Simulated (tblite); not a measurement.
# Relaxed scan, with input and output: C$_{3}$H$_{10}$AsNSi

System: C$_{3}$H$_{10}$AsNSi, SMILES CN1CC[AsH][SiH2]1.
Method: GFN2-xTB relaxed scan under a harmonic restraint, gas phase (tblite 0.8.0).

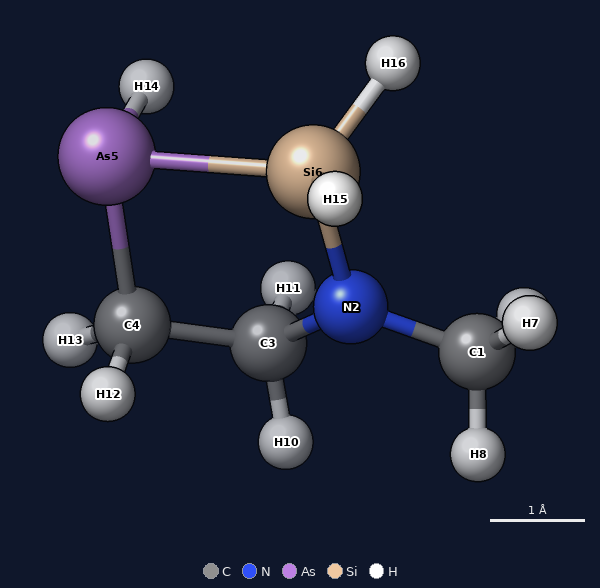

Figure 1. The input geometry (ball-and-stick view, seen at a tilt; atoms are numbered from 1 in the order of the input).

Input file
```
{"job": {"xc": "GFN2-xTB", "basis": "xTB", "coordinate": [["t", [5, 0, 2, 1], 0.3333333333333333], ["t", [0, 2, 5, 1], 0.3333333333333333], ["t", [2, 5, 0, 1], 0.3333333333333333]], "kind": "drive"}, "charge": 0, "multiplicity": 1}
C      1.988744     0.348274    -0.086139
N      0.590595     0.171717     0.192132
C     -0.012300    -0.978068    -0.439474
C     -1.339648    -1.304870     0.228557
As    -2.456346     0.327513     0.424037
Si    -0.450706     1.485729     0.582300
H      2.353052     1.209815     0.467371
H      2.552441    -0.536069     0.226720
H      2.178890     0.514643    -1.154204
H      0.675815    -1.829338    -0.350776
H     -0.171255    -0.800159    -1.519077
H     -1.152804    -1.690757     1.236285
H     -1.862969    -2.085826    -0.329273
H     -2.530148     0.588644    -1.068117
H     -0.041212     1.952196     1.916577
H     -0.329748     2.635502    -0.338330
```

The first line tells a small driver script what to run in tblite; the rest is the geometry in Å.

Run on 1 CPU thread, shared host.

Command:
```bash
OMP_NUM_THREADS=1 python <driver script> task.json out
```

What the program printed
```
point  coordinate     E/eV
  0    -11.800     -505.18093
  1     -8.100     -505.17387
  2     -4.300     -505.16387
  3     -0.400     -505.15502
  4      3.400     -505.14245
  5      7.300     -505.13278
  6     11.000     -505.11808
  7     14.800     -505.10008
```

Summary

```json
{"quantity": "outcome", "value": "converged"}
{"quantity": "wall time", "value": "2.1 s"}
{"quantity": "peak memory", "value": "0.18 GiB"}
```
